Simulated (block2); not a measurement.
# H3NO (SMILES NO) at DMRG/STO-3G

Aim: the vertical singlet–triplet gap of H3NO at DMRG/STO-3G, from 2 runs. 

Program for the calculation: block2 0.5.4.

4 further runs of the same task are left out: 4 set aside as unsound or not needed. Runs told in other sessions of the task aren't counted.

## Step 1: Starting point

H3NO has 5 atoms, charge 0, and is taken as a singlet. SMILES: `NO`. The coordinates come from a PBE0-D4/def2-TZVP relaxation. This is one conformer, not always the lowest.

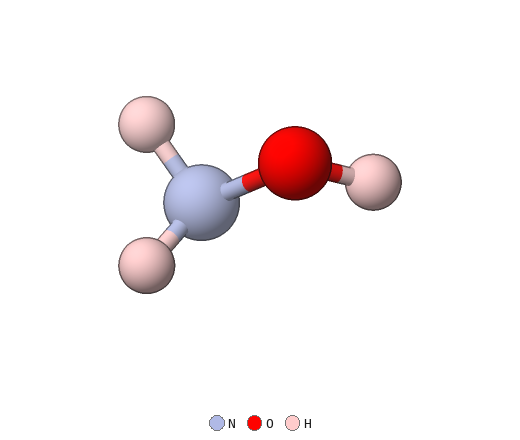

Viewed from a chosen angle; nitrogen light blue, oxygen red, hydrogen pink.

## Step 2: The energy at DMRG/STO-3G

Contents of run_dmrg.py:

```python
import numpy as np
from pyscf import cc, dft, gto, mcscf, mp, scf
from pyblock2._pyscf.ao2mo import integrals as itg
from pyblock2.driver.core import DMRGDriver, SymmetryTypes

geom = """
N     -0.165120    -0.361290    -0.321170
O      0.364460     0.666040     0.508060
H     -0.162690    -1.190020     0.266770
H     -1.141650    -0.109840    -0.446210
H      1.105010     0.995100    -0.007440
"""
mol = gto.M(
    atom=geom,
    basis="sto-3g",
    charge=0,
    verbose=3,
    max_memory=2000,
)
print("basis functions = %d" % (mol.nao))
mf = scf.RHF(mol)
mf.conv_tol = 1e-10
mf.max_cycle = 200
mf.kernel()
if not mf.converged:
    mf = mf.newton().run(mf.mo_coeff, mf.mo_occ)
print("E(HF) = %.10f" % (mf.e_tot))
# MP2, CCSD and CCSD(T) with the same frozen core
ref = mf
pt = mp.MP2(ref, frozen=2).run()
mycc = cc.CCSD(ref, frozen=2)
mycc.max_cycle = 150
mycc.kernel()
print("E(MP2) = %.10f" % (pt.e_tot))
if mycc.converged:
    print("E(CCSD) = %.10f" % (mycc.e_tot))
    print("CCSD(T) total energy = %.10f" % (mycc.e_tot + mycc.ccsd_t()))
    print("T1 = %.4f" % (mycc.get_t1_diagnostic()))
# a few density functionals on the same geometry and basis
ks = dft.RKS(mol, xc="tpss").set(conv_tol=1e-9, verbose=3).run()
if ks.converged:
    print(f"E(TPSS) = {ks.e_tot:.8f}")
ks = dft.RKS(mol, xc="camb3lyp").set(conv_tol=1e-9, verbose=3).run()
if ks.converged:
    print(f"E(CAM-B3LYP) = {ks.e_tot:.8f}")
ks = dft.RKS(mol, xc="b3lyp").set(conv_tol=1e-9, verbose=3).run()
if ks.converged:
    print("E(B3LYP) = %.8f" % (ks.e_tot))
ks = dft.RKS(mol, xc="bhandhlyp").set(conv_tol=1e-9, verbose=3).run()
if ks.converged:
    print(f"E(BHLYP) = {ks.e_tot:.8f}")
# rotate to MP2 natural orbitals
occ_no, mo = mcscf.addons.make_natural_orbitals(mp.MP2(mf, frozen=2).run())
mf.mo_coeff = mo
ncas, n_elec, spin, ecore, h1e, g2e, orb_sym = itg.get_rhf_integrals(mf, ncore=2, ncas=11, pg_symm=False, g2e_symm=1)
driver = DMRGDriver(scratch="./tmp", symm_type=SymmetryTypes.SU2, stack_mem=1500 << 20, n_threads=1)
# orbital ordering
idx = driver.orbital_reordering(h1e, g2e, method="fiedler")
print("orbital order:", idx.tolist())
h1e = h1e[np.ix_(idx, idx)]
g2e = g2e[np.ix_(idx, idx, idx, idx)]
orb_sym = np.array(orb_sym)[idx]
driver.initialize_system(n_sites=ncas, n_elec=n_elec, spin=spin, orb_sym=orb_sym)
mpo = driver.get_qc_mpo(h1e=h1e, g2e=g2e, ecore=ecore, iprint=0)
ket = driver.get_random_mps(tag="GS", bond_dim=50, nroots=1)
bond_dims = [50] * 4 + [100] * 3
noises = [0.0001] * 4 + [1e-05] * 3 + [0]
thrds = [1e-09] * 7
e = driver.dmrg(mpo, ket, n_sweeps=13, tol=1e-07, bond_dims=bond_dims, noises=noises, thrds=thrds, iprint=2)
ms, dws, es = driver.get_dmrg_results()
print("DW = %.3e" % (dws[-1]))
print(f"total energy = {e:.10f}")
dm1 = driver.get_1pdm(ket)
print("natural occupations =", np.round(np.linalg.eigvalsh(dm1)[::-1], 5).tolist())
c_act = mf.mo_coeff[:, 2:13][:, idx]
dm_ao = c_act @ dm1 @ c_act.T + 2 * mf.mo_coeff[:, :2] @ mf.mo_coeff[:, :2].T
print("dipole / D =", np.round(scf.hf.dip_moment(mol, dm_ao, verbose=0), 4).tolist())
print(f"largest bipartite entropy = {max(driver.get_bipartite_entanglement(ket)):.4f}")
# FCI check
ci = mcscf.CASCI(mf, 11, (7, 7))
ci.fix_spin_(ss=0)
ci.fcisolver.conv_tol = 1e-10
ci.fcisolver.max_cycle = 200
ci.kernel()
print(f"exact diagonalisation = {ci.e_tot:.10f}")
```

Started as:

```
$ python run_dmrg.py
```

Log:

```text
basis functions = 13
converged SCF energy = -129.259928242136
E(HF) = -129.2599282421
E(RMP2) = -129.341173264079  E_corr = -0.0812450219430259
E(SCS-RMP2) = -129.351628845184  E_corr = -0.0917006030487421
E(CCSD) = -129.3701335568272  E_corr = -0.1102053146916925
E(MP2) = -129.3411732641
E(CCSD) = -129.3701335568
CCSD(T) correction = -0.000565111804778354
CCSD(T) total energy = -129.3706986686
T1 = 0.0061
converged SCF energy = -129.943299989307
E(TPSS) = -129.94329999
converged SCF energy = -129.850126044552
E(CAM-B3LYP) = -129.85012604
converged SCF energy = -129.907913812995
E(B3LYP) = -129.90791381
converged SCF energy = -129.861092009716
E(BHLYP) = -129.86109201
E(RMP2) = -129.341173264079  E_corr = -0.0812450219430259
E(SCS-RMP2) = -129.351628845184  E_corr = -0.0917006030487421
orbital order: [4, 9, 3, 10, 2, 7, 6, 1, 8, 5, 0]
Environment initialization | Nsites =    11 | Center =     0
 INIT-R <-- Site =    8 ..  Bmem =   200 B Rmem =   200 B T = 0.00
 INIT-R <-- Site =    7 ..  Bmem = 5.56 KB Rmem = 5.56 KB T = 0.00
 INIT-R <-- Site =    6 ..  Bmem = 80.6 KB Rmem = 80.6 KB T = 0.00
 INIT-R <-- Site =    5 ..  Bmem = 1.26 MB Rmem =  226 KB T = 0.01
 INIT-R <-- Site =    4 ..  Bmem = 3.73 MB Rmem =  336 KB T = 0.03
 INIT-R <-- Site =    3 ..  Bmem = 4.21 MB Rmem =  356 KB T = 0.12
 INIT-R <-- Site =    2 ..  Bmem = 3.30 MB Rmem =  217 KB T = 0.04
 INIT-R <-- Site =    1 ..  Bmem = 2.01 MB Rmem =  148 KB T = 0.04
 INIT-R <-- Site =    0 ..  Bmem = 1.37 MB Rmem =  109 KB T = 0.03
Time init sweep =        0.271 | MaxBmem = 4.21 MB | MaxRmem =  356 KB
 | Tread = 0.000 | Twrite = 0.004 | Tfpread = 0.000 | Tfpwrite = 0.002 | data = 1.44 MB | cpsd = 1.19 MB | Tasync = 0.000

[... 7 lines left out ...]
 --> Site =    6-   7 .. Mmps =   50 Ndav =  20 E =   -129.3548559836 Error = 2.08e-07 FLOPS = 2.54e+09 Tdav = 0.04 T = 0.08
[... 15 lines left out ...]
 <-- Site =    6-   7 .. Mmps =   50 Ndav =   4 E =   -129.3548559837 Error = 1.17e-07 FLOPS = 2.71e+09 Tdav = 0.01 T = 0.04
[... 15 lines left out ...]
 --> Site =    0-   1 .. Mmps =    3 Ndav =   1 E =   -129.3708889888 Error = 0.00e+00 FLOPS = 2.61e+08 Tdav = 0.00 T = 0.00
[... 6 lines left out ...]
 --> Site =    7-   8 .. Mmps =   50 Ndav =   3 E =   -129.3709190579 Error = 4.41e-08 FLOPS = 1.74e+09 Tdav = 0.00 T = 0.03
[... 15 lines left out ...]
 <-- Site =    5-   6 .. Mmps =   50 Ndav =   6 E =   -129.3709444466 Error = 8.62e-06 FLOPS = 3.25e+09 Tdav = 0.04 T = 0.14
[... 15 lines left out ...]
 --> Site =    1-   2 .. Mmps =   10 Ndav =   1 E =   -129.3709163586 Error = 0.00e+00 FLOPS = 7.87e+08 Tdav = 0.00 T = 0.01
[... 6 lines left out ...]
 --> Site =    8-   9 .. Mmps =   95 Ndav =   1 E =   -129.3709802868 Error = 4.23e-20 FLOPS = 1.21e+09 Tdav = 0.00 T = 0.03
[... 15 lines left out ...]
 <-- Site =    4-   5 .. Mmps =  100 Ndav =   5 E =   -129.3709837299 Error = 6.89e-07 FLOPS = 3.94e+09 Tdav = 0.17 T = 0.41
[... 15 lines left out ...]
 --> Site =    2-   3 .. Mmps =   35 Ndav =   1 E =   -129.3709815050 Error = 0.00e+00 FLOPS = 2.14e+09 Tdav = 0.00 T = 0.04
[... 1 line left out ...]
 --> Site =    4-   5 .. Mmps =  100 Ndav =   5 E =   -129.3709840873 Error = 6.92e-07 FLOPS = 3.99e+09 Tdav = 0.17 T = 0.40
 --> Site =    5-   6 .. Mmps =  100 Ndav =   5 E =   -129.3709833337 Error = 5.05e-07 FLOPS = 3.95e+09 Tdav = 0.15 T = 0.39
 --> Site =    6-   7 .. Mmps =  100 Ndav =   3 E =   -129.3709815962 Error = 1.03e-08 FLOPS = 3.28e+09 Tdav = 0.02 T = 0.10
 --> Site =    7-   8 .. Mmps =  100 Ndav =   1 E =   -129.3709815832 Error = 2.13e-10 FLOPS = 2.22e+09 Tdav = 0.00 T = 0.05
 --> Site =    8-   9 .. Mmps =   94 Ndav =   1 E =   -129.3709815832 Error = 5.84e-20 FLOPS = 1.21e+09 Tdav = 0.00 T = 0.03
 --> Site =    9-  10 .. Mmps =   53 Ndav =   1 E =   -129.3709815832 Error = 1.12e-20 FLOPS = 5.95e+08 Tdav = 0.00 T = 0.02
[... 8 lines left out ...]
Sweep =    7 | Direction = backward | Bond dimension =  100 | Noise =  0.00e+00 | Dav threshold =  1.00e-08
 <-- Site =    9-  10 .. Mmps =    3 Ndav =   1 E =   -129.3709815832 Error = 0.00e+00 FLOPS = 5.80e+08 Tdav = 0.00 T = 0.00
 <-- Site =    8-   9 .. Mmps =   10 Ndav =   1 E =   -129.3709815832 Error = 0.00e+00 FLOPS = 1.20e+09 Tdav = 0.00 T = 0.02
 <-- Site =    7-   8 .. Mmps =   35 Ndav =   1 E =   -129.3709815832 Error = 0.00e+00 FLOPS = 2.21e+09 Tdav = 0.00 T = 0.04
 <-- Site =    6-   7 .. Mmps =  100 Ndav =   2 E =   -129.3709815960 Error = 1.57e-11 FLOPS = 3.24e+09 Tdav = 0.01 T = 0.07
 <-- Site =    5-   6 .. Mmps =  100 Ndav =   4 E =   -129.3709833323 Error = 4.06e-07 FLOPS = 3.94e+09 Tdav = 0.12 T = 0.33
 <-- Site =    4-   5 .. Mmps =  100 Ndav =   4 E =   -129.3709841415 Error = 6.23e-07 FLOPS = 3.99e+09 Tdav = 0.13 T = 0.35
 <-- Site =    3-   4 .. Mmps =  100 Ndav =   2 E =   -129.3709818100 Error = 2.26e-09 FLOPS = 3.40e+09 Tdav = 0.01 T = 0.08
 <-- Site =    2-   3 .. Mmps =  100 Ndav =   1 E =   -129.3709818011 Error = 1.03e-19 FLOPS = 2.23e+09 Tdav = 0.00 T = 0.05
 <-- Site =    1-   2 .. Mmps =   50 Ndav =   1 E =   -129.3709818011 Error = 4.40e-20 FLOPS = 1.34e+09 Tdav = 0.00 T = 0.03
 <-- Site =    0-   1 .. Mmps =   25 Ndav =   1 E =   -129.3709818011 Error = 1.96e-20 FLOPS = 3.53e+08 Tdav = 0.00 T = 0.01
Time elapsed =      6.218 | E =    -129.3709841415 | DE = -5.41e-08 | DW = 6.23331e-07
Time sweep =        0.974 | 1.04 GFLOP/SWP
 | Dmem = 1.45 MB (12%) | Imem = 91.1 KB (97%) | Hmem = 29.1 MB | Wmem = 93.3 KB | Pmem = 0 B
 | Tread = 0.006 | Twrite = 0.009 | Tfpread = 0.006 | Tfpwrite = 0.007 | Tmporead = 0.000
 | data = 5.20 MB | cpsd = 4.12 MB | Tasync = 0.000
 | Trot = 0.036 | Tctr = 0.000 | Tint = 0.000 | Tmid = 0.000 | Tdctr = 0.001 | Tdiag = 0.006 | Tinfo = 0.010
 | Teff = 0.594 | Tprt = 0.000 | Teig = 0.289 | Tblk = 0.916 | Tmve = 0.057 | Tdm = 0.000 | Tsplt = 0.009 | Tsvd = 0.000 | Torth = 0.000

DW = 6.233e-07
total energy = -129.3709841415
natural occupations = [1.99756, 1.99719, 1.99519, 1.98073, 1.97496, 1.9737, 1.95699, 0.04728, 0.02775, 0.0251, 0.02354]
dipole / D = [-0.2894, -0.1978, 0.1013]
largest bipartite entropy = 0.1861
CASCI E = -129.370986407627  E(CI) = -51.7766014065726  S^2 = 0.0000000
exact diagonalisation = -129.3709864076
```

Run time: 13 s. Hardware: 1 thread of Arm Neoverse V1, shared host; peak memory 0.29 GiB.

## Step 3: The triplet: a single-point energy at DMRG/STO-3G

Contents of dmrg.py:

```python
import numpy as np
from pyscf import cc, dft, gto, lo, mcscf, mp, scf
from pyblock2._pyscf.ao2mo import integrals as itg
from pyblock2.driver.core import DMRGDriver, SymmetryTypes

geom = """
N     -0.31203158    -0.68273915    -0.60692334
O      0.68872958     1.25863319     0.96009425
H     -0.30743954    -2.24881188     0.50412224
H     -2.15740583    -0.20756752    -0.84321469
H      2.08816626     1.88046647    -0.01405956
"""
mol = gto.M(
    atom=geom,
    basis="sto-3g",
    unit="bohr",
    charge=0,
    spin=2,
    verbose=3,
    max_memory=2000,
)
print("nao                      = %d" % (mol.nao))
mf = scf.ROHF(mol)
mf.conv_tol = 1e-10
mf.max_cycle = 200
mf.kernel()
if not mf.converged:
    mf = mf.newton().run(mf.mo_coeff, mf.mo_occ)
print(f"reference energy         = {mf.e_tot:.10f}")
# MP2, CCSD and CCSD(T) with the same frozen core
ref = scf.UHF(mol).run(mf.make_rdm1(), conv_tol=1e-10)
pt = mp.MP2(ref, frozen=2).run()
mycc = cc.CCSD(ref, frozen=2)
mycc.max_cycle = 150
mycc.kernel()
print(f"MP2 total energy         = {pt.e_tot:.10f}")
if mycc.converged:
    print(f"CCSD total energy        = {mycc.e_tot:.10f}")
    print(f"CCSD(T) total energy     = {mycc.e_tot + mycc.ccsd_t():.10f}")
# a few density functionals on the same geometry and basis
ks = dft.UKS(mol, xc="tpss").set(conv_tol=1e-9, verbose=3).run(mf.make_rdm1())
if ks.converged:
    print(f"E(TPSS)                  = {ks.e_tot:.8f}")
ks = dft.UKS(mol, xc="camb3lyp").set(conv_tol=1e-9, verbose=3).run(mf.make_rdm1())
if ks.converged:
    print("E(CAM-B3LYP)             = %.8f" % (ks.e_tot))
ks = dft.UKS(mol, xc="b3lyp").set(conv_tol=1e-9, verbose=3).run(mf.make_rdm1())
if ks.converged:
    print(f"E(B3LYP)                 = {ks.e_tot:.8f}")
ks = dft.UKS(mol, xc="bhandhlyp").set(conv_tol=1e-9, verbose=3).run(mf.make_rdm1())
if ks.converged:
    print("E(BHLYP)                 = %.8f" % (ks.e_tot))
# split localisation
mo = mf.mo_coeff.copy()
for a, b in ((2, 8), (10, 13)):
    if b - a > 1:
        mo[:, a:b] = lo.Boys(mol, mo[:, a:b]).kernel()
mf.mo_coeff = mo
ncas, n_elec, spin, ecore, h1e, g2e, orb_sym = itg.get_rhf_integrals(mf, ncore=2, ncas=11, pg_symm=False, g2e_symm=1)
driver = DMRGDriver(scratch="./tmp", symm_type=SymmetryTypes.SU2, stack_mem=1500 << 20, n_threads=1)
# order the orbitals along the chain
idx = driver.orbital_reordering(h1e, g2e, method="gaopt")
print("orbital order:", idx.tolist())
h1e = h1e[np.ix_(idx, idx)]
g2e = g2e[np.ix_(idx, idx, idx, idx)]
orb_sym = np.array(orb_sym)[idx]
driver.initialize_system(n_sites=ncas, n_elec=n_elec, spin=spin, orb_sym=orb_sym)
mpo = driver.get_qc_mpo(h1e=h1e, g2e=g2e, ecore=ecore, iprint=1)
occs = np.array([1.8] * 6 + [1.0] * 2 + [0.2] * 3)[idx]
ket = driver.get_random_mps(tag="GS", bond_dim=25, nroots=1, occs=occs)
bond_dims = [25] * 3 + [50] * 2 + [100] * 4
noises = [0.0001] * 3 + [0.0001] * 2 + [1e-05] * 4 + [0]
thrds = [1e-07] * 9
e = driver.dmrg(mpo, ket, n_sweeps=15, tol=1e-07, bond_dims=bond_dims, noises=noises, thrds=thrds, iprint=1)
ms, dws, es = driver.get_dmrg_results()
print("DW                       = %.3e" % (dws[-1]))
print("E(final)                 = %.10f" % (e))
dm1 = driver.get_1pdm(ket)
print("occupation numbers       =", np.round(np.linalg.eigvalsh(dm1)[::-1], 5).tolist())
c_act = mf.mo_coeff[:, 2:13][:, idx]
dm_ao = c_act @ dm1 @ c_act.T + 2 * mf.mo_coeff[:, :2] @ mf.mo_coeff[:, :2].T
print("dipole / D               =", np.round(scf.hf.dip_moment(mol, dm_ao, verbose=0), 4).tolist())
print(f"largest bipartite entropy = {max(driver.get_bipartite_entanglement(ket)):.4f}")
csf, coef = driver.get_csf_coefficients(ket, cutoff=0.1, iprint=1)
print("leading coefficient squared = %.4f" % (np.max(np.abs(coef)) ** 2))
# exact diagonalisation in the same space
ci = mcscf.CASCI(mf, 11, (8, 6))
ci.fix_spin_(ss=2)
ci.fcisolver.conv_tol = 1e-10
ci.fcisolver.max_cycle = 200
ci.kernel()
print(f"FCI energy               = {ci.e_tot:.10f}")
```

Started as:

```
$ python dmrg.py
```

Log:

```text
nao                      = 13
converged SCF energy = -128.93688169538
reference energy         = -128.9368816954
converged SCF energy = -128.940079791274  <S^2> = 2.0127804  2S+1 = 3.0085082
E(UMP2) = -129.000838198971  E_corr = -0.0607584076969895
E(SCS-UMP2) = -129.004657140265  E_corr = -0.0645773489908114
UCCSD not converged
E(UCCSD) = -129.0287001414512  E_corr = -0.08862035017744659
MP2 total energy         = -129.0008381990

WARN: HOMO 0.264216767078824 >= LUMO 0.0190768626842865

WARN: HOMO 0.198777498729037 >= LUMO 0.101030546401421

WARN: HOMO 0.199392328247551 >= LUMO -0.0449397027829105

WARN: HOMO 0.248616403379895 >= LUMO -0.0223687998016526

WARN: HOMO 0.22758126346145 >= LUMO -0.02501877144362

WARN: HOMO 0.226915850312341 >= LUMO -0.0260628186066696

WARN: HOMO 0.227468538665721 >= LUMO -0.0269413086800948

WARN: HOMO 0.227354259202953 >= LUMO -0.0262620491238236

WARN: HOMO 0.231042432529276 >= LUMO -0.0292861586807993

WARN: HOMO 0.236954114527111 >= LUMO -0.0309889583063495

WARN: HOMO 0.241632202361268 >= LUMO -0.0323807817047604

WARN: HOMO 0.235989949513412 >= LUMO -0.0371131309380847

WARN: HOMO 0.243306819105522 >= LUMO -0.0357736731022547

WARN: HOMO 0.240416045305958 >= LUMO -0.0398360269148553

WARN: HOMO 0.240656913734321 >= LUMO -0.0395808927926959

WARN: HOMO 0.241009540200171 >= LUMO -0.0393132845254381

WARN: HOMO 0.240856595414158 >= LUMO -0.0393771065350478

WARN: HOMO 0.241201784450289 >= LUMO -0.0390820485665252

WARN: HOMO 0.241252814937485 >= LUMO -0.0390405799775183

WARN: HOMO 0.241253784517606 >= LUMO -0.0390401992901634

WARN: HOMO 0.241250972075233 >= LUMO -0.0390427541512458

WARN: HOMO 0.241251228664936 >= LUMO -0.0390425192813429

WARN: HOMO 0.241251344011679 >= LUMO -0.0390424685432735

WARN: HOMO 0.241251123722775 >= LUMO -0.0390427548656733

converged SCF energy = -129.636583720737  <S^2> = 2.0018514  2S+1 = 3.001234
E(TPSS)                  = -129.63658372

[... 4 lines left out ...]
WARN: HOMO 0.134965470457696 >= LUMO 0.0569221849542032
[... 5 lines left out ...]
WARN: HOMO 0.135149177979066 >= LUMO 0.0567880499854053
[... 5 lines left out ...]
WARN: HOMO 0.135240216810496 >= LUMO 0.0568163294085403
[... 5 lines left out ...]
WARN: HOMO 0.135225882927163 >= LUMO 0.0568022418942812
[... 5 lines left out ...]
converged SCF energy = -129.5281634737  <S^2> = 2.0032731  2S+1 = 3.0021813
[... 6 lines left out ...]
WARN: HOMO 0.201869983900794 >= LUMO -0.00675560952781301
[... 5 lines left out ...]
WARN: HOMO 0.201911889424772 >= LUMO -0.00714502427485819
[... 5 lines left out ...]
WARN: HOMO 0.202056024510688 >= LUMO -0.00710710326777114
[... 5 lines left out ...]
WARN: HOMO 0.202060049621841 >= LUMO -0.00710161020729333
[... 6 lines left out ...]
WARN: HOMO 0.111491040628332 >= LUMO 0.0683193255385038
[... 5 lines left out ...]
WARN: HOMO 0.110730143378181 >= LUMO 0.0637251856198755
[... 5 lines left out ...]
WARN: HOMO 0.110611711776523 >= LUMO 0.063612493545809
[... 5 lines left out ...]
WARN: HOMO 0.110609904335136 >= LUMO 0.0636217474553742
[... 5 lines left out ...]
WARN: HOMO 0.110611671425844 >= LUMO 0.0636072973609756
[... 4 lines left out ...]
integral symmetrize error =  0.0
integral cutoff error =  0.0
[... 25 lines left out ...]
Sweep =    2 | Direction =  forward | Bond dimension =   25 | Noise =  1.00e-04 | Dav threshold =  1.00e-07
Time elapsed =      0.835 | E =    -129.0287065736 | DE = -4.08e-04 | DW = 1.78764e-04

Sweep =    3 | Direction = backward | Bond dimension =   50 | Noise =  1.00e-04 | Dav threshold =  1.00e-07
Time elapsed =      1.210 | E =    -129.0294946814 | DE = -7.88e-04 | DW = 8.96395e-06

Sweep =    4 | Direction =  forward | Bond dimension =   50 | Noise =  1.00e-04 | Dav threshold =  1.00e-07
Time elapsed =      1.728 | E =    -129.0296238226 | DE = -1.29e-04 | DW = 1.78090e-05

Sweep =    5 | Direction = backward | Bond dimension =  100 | Noise =  1.00e-05 | Dav threshold =  1.00e-07
Time elapsed =      2.793 | E =    -129.0297839078 | DE = -1.60e-04 | DW = 1.34588e-06

Sweep =    6 | Direction =  forward | Bond dimension =  100 | Noise =  1.00e-05 | Dav threshold =  1.00e-07
Time elapsed =      4.811 | E =    -129.0331584544 | DE = -3.37e-03 | DW = 1.67286e-06

Sweep =    7 | Direction = backward | Bond dimension =  100 | Noise =  1.00e-05 | Dav threshold =  1.00e-07
Time elapsed =      6.140 | E =    -129.0333653000 | DE = -2.07e-04 | DW = 1.64239e-06

Sweep =    8 | Direction =  forward | Bond dimension =  100 | Noise =  1.00e-05 | Dav threshold =  1.00e-07
Time elapsed =      7.258 | E =    -129.0333733327 | DE = -8.03e-06 | DW = 2.14532e-06

Sweep =    9 | Direction = backward | Bond dimension =  100 | Noise =  0.00e+00 | Dav threshold =  1.00e-08
Time elapsed =      8.636 | E =    -129.0333746934 | DE = -1.36e-06 | DW = 1.75429e-06

Sweep =   10 | Direction =  forward | Bond dimension =  100 | Noise =  0.00e+00 | Dav threshold =  1.00e-08
Time elapsed =      9.738 | E =    -129.0333747498 | DE = -5.64e-08 | DW = 1.75253e-06

DW                       = 1.753e-06
E(final)                 = -129.0333747498
occupation numbers       = [1.9984, 1.9956, 1.99019, 1.97901, 1.97322, 1.97053, 1.00313, 1.00277, 0.03513, 0.02624, 0.02579]
dipole / D               = [0.593, 1.3463, 1.2509]
largest bipartite entropy = 0.8400
mps center changed (temporarily)
DTRIE T =      0.001
Number of CSF =          6 (cutoff =       0.1)
Sum of weights of included CSF =    0.892049545911205

CSF          0 02-2-222020  =    0.631752653330498
CSF          1 022--222020  =    0.631192289325025
CSF          2 02-222-2020  =    0.158428032611259
CSF          3 022-22-2020  =    0.156785586434672
CSF          4 0222-22-020  =    0.149878655429639
CSF          5 0222-2220-0  =   -0.149631720679743
leading coefficient squared = 0.3991
CASCI E = -129.033382807511  E(CI) = -51.4395497173110  S^2 = 2.0000000
FCI energy               = -129.0333828075
```

It took 27 s on 1 thread of Arm Neoverse V1, shared host; peak memory 0.29 GiB.

## Step 4: Summary of results

Level: DMRG/STO-3G, 2 core orbitals frozen.

```
                                                                   quantity          value
                                           run 1, DMRG/STO-3G: total energy  -129.37098 Eh
run 1, DMRG/STO-3G: dipole moment (of the density that the program reports)         0.36 D
                         run 1, DMRG/STO-3G: T1 diagnostic of the CCSD step          0.006
                                                      triplet: total energy  -129.03337 Eh
           triplet: dipole moment (of the density that the program reports)         1.93 D
                           vertical energy of the triplet above the singlet       9.187 eV
```

**Reading.** At this shape the triplet lies 9.19 eV (212 kcal/mol) above the singlet. In a minimal basis such a difference can be off by several eV, whatever the method.
